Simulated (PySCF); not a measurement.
# C₅H₈Si: NMR shifts at several levels of theory, part 2 of 2

PySCF 2.14.0. Atoms count from 0. Earlier steps stand in the parts before.

## 8. NMR shieldings: OPBE/pcSseg-1

Job settings and geometry (Å):

```
{"job": {"kind": "nmr", "xc": "OPBE", "basis": "pcSseg-1", "pop": false}, "charge": 0, "multiplicity": 1}
C      3.102050     0.923747    -0.247829
C      2.288554     0.697330     0.794896
C      1.047187     0.007314     0.725749
C     -0.014775    -0.587350     0.698039
C     -1.307415    -1.235640     0.631600
Si    -2.655647    -0.030984     0.039119
H      2.850484     0.576996    -1.253272
H      4.042099     1.463948    -0.115213
H      2.578790     1.063621     1.787591
H     -1.604170    -1.630474     1.618681
H     -1.283539    -2.094140    -0.062075
H     -3.966281    -0.749634    -0.015264
H     -2.313481     0.475743    -1.321725
H     -2.760260     1.114653     0.989055
```

Method: GIAO OPBE/pcSseg-1 NMR shielding, non-relativistic, gas phase.

What it wrote:

```text
coarse grid: 12016 points
cycle   1  E = -484.5048781104  dE =  3.711e-01  |g| = 4.611e-01  |ddm| = 3.661e+00
cycle   2  E = -484.4761848357  dE =  2.869e-02  |g| = 5.538e-01  |ddm| = 1.338e+00
cycle   3  E = -484.5633480893  dE = -8.716e-02  |g| = 1.302e-01  |ddm| = 8.491e-01
cycle   4  E = -484.5659482495  dE = -2.600e-03  |g| = 8.819e-02  |ddm| = 1.588e-01
cycle   5  E = -484.5679546624  dE = -2.006e-03  |g| = 1.161e-02  |ddm| = 7.635e-02
cycle   6  E = -484.5679786800  dE = -2.402e-05  |g| = 6.937e-03  |ddm| = 1.729e-02
cycle   7  E = -484.5679905946  dE = -1.191e-05  |g| = 2.903e-03  |ddm| = 8.231e-03
cycle   8  E = -484.5679930711  dE = -2.476e-06  |g| = 4.476e-04  |ddm| = 3.020e-03
final grid: 110944 points
cycle   9  E = -484.5864910859  dE = -1.324e-04  |g| = 8.900e-03  |ddm| = 1.508e-01
cycle  10  E = -484.5864808204  dE =  1.027e-05  |g| = 9.755e-03  |ddm| = 1.985e-02
cycle  11  E = -484.5865051930  dE = -2.437e-05  |g| = 2.476e-03  |ddm| = 1.144e-02
cycle  12  E = -484.5865055211  dE = -3.281e-07  |g| = 2.097e-03  |ddm| = 3.351e-03
cycle  13  E = -484.5865066686  dE = -1.147e-06  |g| = 2.723e-04  |ddm| = 1.711e-03
cycle  14  E = -484.5865066883  dE = -1.971e-08  |g| = 5.193e-05  |ddm| = 3.353e-04
cycle  15  E = -484.5865066884  dE = -1.655e-10  |g| = 4.280e-05  |ddm| = 7.926e-05
cycle  16  E = -484.5865066890  dE = -5.415e-10  |g| = 6.400e-06  |ddm| = 4.697e-05
converged SCF energy = -484.5865066890

GIAO shielding tensors (ppm)
atom      isotropic    diamagn.    paramagn.     s11        s22        s33       span
  0 C       58.843     255.471    -196.627    -56.339     70.817    162.052    218.390
  1 C       66.352     261.695    -195.343    -35.340     76.435    157.962    193.303
  2 C      101.245     254.269    -153.024     17.948     20.972    264.815    246.867
  3 C       91.826     261.588    -169.762     29.915     32.904    212.659    182.744
  4 C      181.746     256.495     -74.748    171.536    174.125    199.578     28.041
  5 Si     422.123     880.099    -457.976    392.319    409.960    464.091     71.772
  6 H       25.474      32.736      -7.262     21.719     25.128     29.575      7.856
  7 H       25.616      28.114      -2.498     22.572     25.461     28.814      6.242
  8 H       25.280      30.560      -5.280     22.531     25.691     27.618      5.086
  9 H       29.190      28.805       0.385     24.101     27.608     35.860     11.759
 10 H       29.175      30.467      -1.293     24.118     27.624     35.782     11.665
 11 H       27.149      27.604      -0.455     24.133     24.852     32.462      8.330
 12 H       27.211      28.903      -1.692     24.221     25.834     31.577      7.356
 13 H       27.231      28.467      -1.236     24.281     25.753     31.660      7.379
```

Run time: 28 s. Hardware: 1 thread of Arm Neoverse N1, shared host; peak memory 0.76 GiB.

Key values: δ C0 126.3, C1 118.8, C3 93.3, C2 83.9, H8 5.95, H6 5.76 ppm.

## 9. NMR shieldings: KT2/pcSseg-1

The job, as its differences from that of step 8:

```diff
@@ -1,2 +1,2 @@
-{"job": {"kind": "nmr", "xc": "OPBE", "basis": "pcSseg-1", "pop": false}, "charge": 0, "multiplicity": 1}
+{"job": {"kind": "nmr", "xc": "KT2", "basis": "pcSseg-1", "pop": false}, "charge": 0, "multiplicity": 1}
 C      3.102050     0.923747    -0.247829
```

With the program's defaults for keys left out, this is: GIAO KT2/pcSseg-1 NMR shielding, non-relativistic, gas phase.

What it wrote:

```text
coarse grid: 12016 points
cycle   1  E = -490.6530237974  dE =  4.115e-01  |g| = 4.495e-01  |ddm| = 3.709e+00
cycle   2  E = -490.6241803923  dE =  2.884e-02  |g| = 5.403e-01  |ddm| = 1.243e+00
cycle   3  E = -490.7096090384  dE = -8.543e-02  |g| = 9.867e-02  |ddm| = 8.125e-01
cycle   4  E = -490.7105292933  dE = -9.203e-04  |g| = 8.373e-02  |ddm| = 1.485e-01
cycle   5  E = -490.7123873065  dE = -1.858e-03  |g| = 1.012e-02  |ddm| = 7.451e-02
cycle   6  E = -490.7124083253  dE = -2.102e-05  |g| = 5.530e-03  |ddm| = 1.496e-02
cycle   7  E = -490.7124160980  dE = -7.773e-06  |g| = 2.267e-03  |ddm| = 7.000e-03
final grid: 110944 points
cycle   8  E = -490.7360810671  dE = -1.447e-04  |g| = 1.692e-02  |ddm| = 1.384e-01
cycle   9  E = -490.7359559057  dE =  1.252e-04  |g| = 2.489e-02  |ddm| = 4.595e-02
cycle  10  E = -490.7361207017  dE = -1.648e-04  |g| = 9.348e-03  |ddm| = 3.658e-02
cycle  11  E = -490.7361466666  dE = -2.596e-05  |g| = 1.743e-03  |ddm| = 9.583e-03
cycle  12  E = -490.7361472448  dE = -5.782e-07  |g| = 1.120e-03  |ddm| = 2.374e-03
cycle  13  E = -490.7361475736  dE = -3.288e-07  |g| = 1.047e-04  |ddm| = 9.316e-04
cycle  14  E = -490.7361475764  dE = -2.760e-09  |g| = 3.732e-05  |ddm| = 1.368e-04
cycle  15  E = -490.7361475767  dE = -3.454e-10  |g| = 6.687e-06  |ddm| = 3.738e-05
converged SCF energy = -490.7361475767

GIAO shielding tensors (ppm)
atom      isotropic    diamagn.    paramagn.     s11        s22        s33       span
  0 C       60.217     256.781    -196.564    -51.750     73.939    158.463    210.213
  1 C       67.349     264.494    -197.146    -31.883     78.663    155.266    187.149
  2 C      102.252     255.855    -153.603     19.717     22.503    264.537    244.820
  3 C       94.091     263.093    -169.002     31.411     34.322    216.541    185.130
  4 C      180.428     259.927     -79.500    169.915    172.786    198.582     28.667
  5 Si     427.316     882.298    -454.983    395.845    413.631    472.470     76.624
  6 H       25.606      33.338      -7.732     22.174     25.082     29.563      7.389
  7 H       25.868      27.672      -1.803     22.970     25.475     29.160      6.191
  8 H       25.431      29.692      -4.261     22.342     26.375     27.575      5.233
  9 H       29.105      28.431       0.675     23.989     27.670     35.656     11.667
 10 H       29.100      30.933      -1.833     23.986     27.692     35.623     11.637
 11 H       27.098      27.724      -0.626     24.044     24.791     32.457      8.413
 12 H       27.193      29.385      -2.192     24.216     25.798     31.564      7.348
 13 H       27.210      28.795      -1.585     24.276     25.712     31.641      7.366
```

Wall time 27 s (1 thread of Arm Neoverse N1, shared host); peak memory 0.76 GiB.

This run: δ C0 123.0, C1 115.9, C3 89.1, C2 81.0, H8 5.75, H6 5.57 ppm.

## 10. Shielding tensors: KT3/pcSseg-1

The job, as its differences from that of step 9:

```diff
@@ -1,2 +1,2 @@
-{"job": {"kind": "nmr", "xc": "KT2", "basis": "pcSseg-1", "pop": false}, "charge": 0, "multiplicity": 1}
+{"job": {"kind": "nmr", "xc": "KT3", "basis": "pcSseg-1", "pop": false}, "charge": 0, "multiplicity": 1}
 C      3.102050     0.923747    -0.247829
```

Level: GIAO KT3/pcSseg-1 NMR shielding, non-relativistic, gas phase.

What it wrote:

```text
coarse grid: 12016 points
cycle   1  E = -490.1626715427  dE =  3.970e-01  |g| = 4.677e-01  |ddm| = 3.692e+00
cycle   2  E = -490.1328298296  dE =  2.984e-02  |g| = 5.575e-01  |ddm| = 1.344e+00
cycle   3  E = -490.2247634603  dE = -9.193e-02  |g| = 1.050e-01  |ddm| = 8.810e-01
cycle   4  E = -490.2258775920  dE = -1.114e-03  |g| = 8.707e-02  |ddm| = 1.492e-01
cycle   5  E = -490.2278590964  dE = -1.982e-03  |g| = 1.052e-02  |ddm| = 7.467e-02
cycle   6  E = -490.2278794771  dE = -2.038e-05  |g| = 6.316e-03  |ddm| = 1.607e-02
cycle   7  E = -490.2278900071  dE = -1.053e-05  |g| = 2.387e-03  |ddm| = 7.627e-03
cycle   8  E = -490.2278917375  dE = -1.730e-06  |g| = 3.440e-04  |ddm| = 2.545e-03
final grid: 110944 points
cycle   9  E = -490.2456396630  dE = -1.514e-04  |g| = 1.084e-02  |ddm| = 1.534e-01
cycle  10  E = -490.2456367486  dE =  2.914e-06  |g| = 8.241e-03  |ddm| = 1.556e-02
cycle  11  E = -490.2456491574  dE = -1.241e-05  |g| = 2.925e-03  |ddm| = 1.394e-02
cycle  12  E = -490.2456514835  dE = -2.326e-06  |g| = 1.294e-03  |ddm| = 4.888e-03
cycle  13  E = -490.2456519947  dE = -5.113e-07  |g| = 2.265e-04  |ddm| = 1.278e-03
cycle  14  E = -490.2456520035  dE = -8.778e-09  |g| = 1.338e-04  |ddm| = 2.679e-04
cycle  15  E = -490.2456520078  dE = -4.259e-09  |g| = 3.822e-05  |ddm| = 1.286e-04
cycle  16  E = -490.2456520082  dE = -4.168e-10  |g| = 5.527e-06  |ddm| = 4.073e-05
converged SCF energy = -490.2456520082

GIAO shielding tensors (ppm)
atom      isotropic    diamagn.    paramagn.     s11        s22        s33       span
  0 C       61.499     255.681    -194.182    -49.687     76.398    157.786    207.473
  1 C       68.063     262.929    -194.866    -30.475     80.328    154.336    184.810
  2 C      103.139     255.140    -152.001     21.298     23.639    264.480    243.182
  3 C       94.878     262.343    -167.464     32.943     35.571    216.122    183.179
  4 C      178.628     258.527     -79.898    168.558    171.130    196.196     27.638
  5 Si     429.251     881.471    -452.220    399.284    416.934    471.534     72.250
  6 H       25.807      33.637      -7.829     22.344     25.310     29.768      7.424
  7 H       26.032      27.834      -1.802     23.114     25.665     29.317      6.203
  8 H       25.591      30.252      -4.661     22.597     26.372     27.805      5.208
  9 H       29.277      28.707       0.570     24.269     27.846     35.717     11.448
 10 H       29.267      31.026      -1.759     24.266     27.866     35.670     11.405
 11 H       27.395      27.932      -0.538     24.421     25.125     32.638      8.217
 12 H       27.483      29.654      -2.172     24.566     26.109     31.773      7.207
 13 H       27.500      29.056      -1.556     24.624     26.023     31.853      7.229
```

Run time: 28 s. Hardware: 1 thread of Arm Neoverse N1, shared host; peak memory 0.76 GiB.

In short: δ C0 120.8, C1 114.2, C3 87.4, C2 79.2, H8 5.73, H6 5.51 ppm.

## 11. Nuclear shieldings: B97-D/pcSseg-1

The job, as its differences from that of step 10:

```diff
@@ -1,2 +1,2 @@
-{"job": {"kind": "nmr", "xc": "KT3", "basis": "pcSseg-1", "pop": false}, "charge": 0, "multiplicity": 1}
+{"job": {"kind": "nmr", "xc": "B97-D", "basis": "pcSseg-1", "pop": false}, "charge": 0, "multiplicity": 1}
 C      3.102050     0.923747    -0.247829
```

Method: GIAO B97-D/pcSseg-1 NMR shielding, non-relativistic, gas phase.

What it wrote:

```text
coarse grid: 12016 points
cycle   1  E = -484.4652377173  dE =  3.659e-01  |g| = 4.776e-01  |ddm| = 3.779e+00
cycle   2  E = -484.4306644269  dE =  3.457e-02  |g| = 5.852e-01  |ddm| = 1.310e+00
cycle   3  E = -484.5283746843  dE = -9.771e-02  |g| = 1.129e-01  |ddm| = 8.441e-01
cycle   4  E = -484.5298291059  dE = -1.454e-03  |g| = 8.941e-02  |ddm| = 1.515e-01
cycle   5  E = -484.5319185637  dE = -2.089e-03  |g| = 1.058e-02  |ddm| = 7.774e-02
cycle   6  E = -484.5319415164  dE = -2.295e-05  |g| = 5.597e-03  |ddm| = 1.441e-02
cycle   7  E = -484.5319487020  dE = -7.186e-06  |g| = 2.482e-03  |ddm| = 6.571e-03
final grid: 110944 points
cycle   8  E = -484.5616639352  dE = -5.641e-05  |g| = 1.168e-02  |ddm| = 7.608e-02
cycle   9  E = -484.5615322129  dE =  1.317e-04  |g| = 2.319e-02  |ddm| = 3.631e-02
cycle  10  E = -484.5616915320  dE = -1.593e-04  |g| = 5.692e-03  |ddm| = 2.756e-02
cycle  11  E = -484.5617004939  dE = -8.962e-06  |g| = 1.365e-03  |ddm| = 5.735e-03
cycle  12  E = -484.5617007513  dE = -2.574e-07  |g| = 9.858e-04  |ddm| = 1.753e-03
cycle  13  E = -484.5617010046  dE = -2.532e-07  |g| = 8.064e-05  |ddm| = 7.941e-04
cycle  14  E = -484.5617010062  dE = -1.647e-09  |g| = 2.597e-05  |ddm| = 9.937e-05
cycle  15  E = -484.5617010064  dE = -1.430e-10  |g| = 6.980e-06  |ddm| = 2.692e-05
converged SCF energy = -484.5617010064

GIAO shielding tensors (ppm)
atom      isotropic    diamagn.    paramagn.     s11        s22        s33       span
  0 C       52.769     255.150    -202.381    -63.445     66.668    155.084    218.530
  1 C       59.626     262.381    -202.755    -44.284     70.353    152.810    197.094
  2 C       96.576     257.806    -161.230     11.307     14.514    263.908    252.601
  3 C       87.318     264.147    -176.829     22.266     26.080    213.608    191.342
  4 C      176.290     257.167     -80.877    166.374    169.121    193.376     27.002
  5 Si     410.719     880.112    -469.393    380.047    397.956    454.154     74.107
  6 H       25.790      33.383      -7.593     22.192     25.393     29.786      7.594
  7 H       26.014      27.791      -1.777     23.060     25.770     29.212      6.152
  8 H       25.600      29.854      -4.254     22.820     26.016     27.965      5.145
  9 H       29.446      28.379       1.068     24.513     28.062     35.764     11.251
 10 H       29.438      30.719      -1.281     24.517     28.083     35.714     11.198
 11 H       27.438      27.933      -0.496     24.467     25.193     32.654      8.187
 12 H       27.521      29.763      -2.242     24.616     26.162     31.786      7.170
 13 H       27.540      29.134      -1.594     24.677     26.078     31.866      7.189
```

It took 27 s on 1 thread of Arm Neoverse N1, shared host; peak memory 0.76 GiB.

In short: δ C0 126.4, C1 119.5, C3 91.9, C2 82.6, H8 5.81, H6 5.62 ppm.

## 12. Nuclear shieldings: B3LYP/pcSseg-1

The job, as its differences from that of step 11:

```diff
@@ -1,2 +1,2 @@
-{"job": {"kind": "nmr", "xc": "B97-D", "basis": "pcSseg-1", "pop": false}, "charge": 0, "multiplicity": 1}
+{"job": {"kind": "nmr", "xc": "B3LYP", "basis": "pcSseg-1", "pop": false}, "charge": 0, "multiplicity": 1}
 C      3.102050     0.923747    -0.247829
```

With the program's defaults for keys left out, this is: GIAO B3LYP/pcSseg-1 NMR shielding, non-relativistic, gas phase.

What it wrote:

```text
coarse grid: 12016 points
cycle   1  E = -484.6616402157  dE =  4.597e-01  |g| = 3.928e-01  |ddm| = 3.719e+00
cycle   2  E = -484.6620702110  dE = -4.300e-04  |g| = 3.864e-01  |ddm| = 9.308e-01
cycle   3  E = -484.7028947475  dE = -4.082e-02  |g| = 7.173e-02  |ddm| = 5.091e-01
cycle   4  E = -484.7033943939  dE = -4.996e-04  |g| = 5.686e-02  |ddm| = 8.853e-02
cycle   5  E = -484.7042021185  dE = -8.077e-04  |g| = 6.718e-03  |ddm| = 4.587e-02
cycle   6  E = -484.7042116948  dE = -9.576e-06  |g| = 2.899e-03  |ddm| = 7.680e-03
final grid: 110944 points
cycle   7  E = -484.7504633064  dE = -1.240e-05  |g| = 6.578e-03  |ddm| = 3.101e-02
cycle   8  E = -484.7504452519  dE =  1.805e-05  |g| = 1.067e-02  |ddm| = 1.288e-02
cycle   9  E = -484.7504732204  dE = -2.797e-05  |g| = 2.082e-03  |ddm| = 8.724e-03
cycle  10  E = -484.7504742858  dE = -1.065e-06  |g| = 3.576e-04  |ddm| = 1.725e-03
cycle  11  E = -484.7504743156  dE = -2.979e-08  |g| = 1.359e-04  |ddm| = 4.203e-04
cycle  12  E = -484.7504743205  dE = -4.904e-09  |g| = 3.280e-05  |ddm| = 1.321e-04
cycle  13  E = -484.7504743207  dE = -2.544e-10  |g| = 6.250e-06  |ddm| = 3.509e-05
converged SCF energy = -484.7504743207

GIAO shielding tensors (ppm)
atom      isotropic    diamagn.    paramagn.     s11        s22        s33       span
  0 C       46.098     255.433    -209.336    -79.855     62.824    155.324    235.178
  1 C       52.917     262.064    -209.146    -62.827     66.983    154.597    217.424
  2 C       94.860     258.495    -163.634      3.831      8.060    272.690    268.860
  3 C       82.991     264.986    -181.995     14.274     18.217    216.483    202.209
  4 C      177.811     256.591     -78.780    167.995    171.420    194.018     26.023
  5 Si     403.099     879.038    -475.939    373.006    388.459    447.831     74.825
  6 H       25.709      33.226      -7.517     21.989     25.197     29.940      7.951
  7 H       25.929      27.703      -1.774     22.888     25.608     29.290      6.402
  8 H       25.567      29.590      -4.023     22.735     25.837     28.130      5.395
  9 H       29.536      28.324       1.213     24.503     28.067     36.039     11.535
 10 H       29.527      30.618      -1.091     24.510     28.090     35.981     11.471
 11 H       27.442      27.821      -0.378     24.418     25.146     32.763      8.345
 12 H       27.485      29.561      -2.077     24.509     26.097     31.848      7.339
 13 H       27.503      28.964      -1.461     24.570     26.011     31.930      7.360
```

Wall time 18 s (1 thread of Arm Neoverse N1, shared host); peak memory 0.86 GiB.

Key values: δ C0 133.1, C1 126.3, C3 96.2, C2 84.4, H8 5.82, H6 5.67 ppm.

## 13. Comparing the runs: NMR shifts

Shifts (ppm) of some atoms, chosen among heavy atoms and hydrogens apart, means over like atoms, with basis size and wall time:

```csv
run,C0,C1,C3,C2,H11,H9,Si5,functions,time
HF/pcSseg-1,135.8,126.5,97.1,77.5,3.77,1.58,-55.5,149,9.5 s
LDA/pcSseg-1,137.9,130.0,102.6,91.9,4.23,2.04,-71.8,149,22 s
PBE/pcSseg-1,131.0,124.0,96.6,86.9,4.06,2.01,-67.5,149,27 s
BLYP/pcSseg-1,130.1,124.1,95.3,85.7,3.95,1.97,-68.8,149,27 s
BP86/pcSseg-1,131.0,123.8,96.3,86.7,4.06,2.00,-66.5,149,27 s
OPBE/pcSseg-1,126.3,118.8,93.3,83.9,4.03,2.05,-61.8,149,28 s
KT2/pcSseg-1,123.0,115.9,89.1,81.0,4.01,2.08,-66.3,149,27 s
KT3/pcSseg-1,120.8,114.2,87.4,79.2,3.86,2.05,-63.7,149,28 s
B97-D/pcSseg-1,126.4,119.5,91.9,82.6,3.91,1.97,-63.5,149,27 s
B3LYP/pcSseg-1,133.1,126.3,96.2,84.4,3.91,1.85,-65.2,149,18 s
```

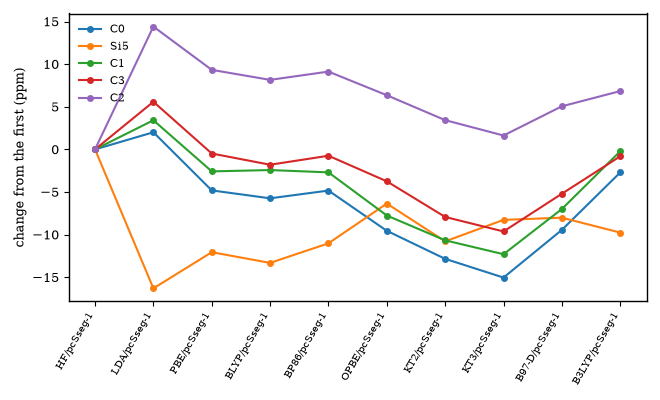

How five of the tabulated atoms move from run to run.

## 14. Summary of results

This closing draws on all 2 parts.

```
                                                            quantity                               value
                                                         point group                                  C1
                                rotational constants (main isotopes)                8.98, 1.00, 0.95 GHz
                                13C shifts against TMS (HF/pcSseg-1)  135.8, 126.5, 97.1, 77.5, -2.8 ppm
1H shifts against TMS (HF/pcSseg-1, means over atoms taken as alike)    5.87, 5.82, 5.68, 3.77, 1.58 ppm
                               29Si shifts against TMS (HF/pcSseg-1)                           -55.5 ppm
                                            range of the shift of C0                  120.8 to 137.9 ppm
```

**Reading.** Single values in the summary come from the first run of each kind that ended normally (HF/pcSseg-1), which need not be the best level. Over 7 steps the energy fell by 0.312 eV; of the close pairs, C2–C3 changed most, 1.155 to 1.217 Å. No frequency check was run at this level, so the end point may be a saddle. C0 (terminal =CH2 carbon) lies farthest downfield among carbon, at 135.8 ppm; as expected for a trigonal carbon in a double bond. At HF/pcSseg-1: Shielding is most anisotropic at C2 (span 281 ppm, paramagnetic term -147 ppm). Across the 10 runs the shift of C0 moves most, between 120.8 (KT3/pcSseg-1) and 137.9 ppm (LDA/pcSseg-1).
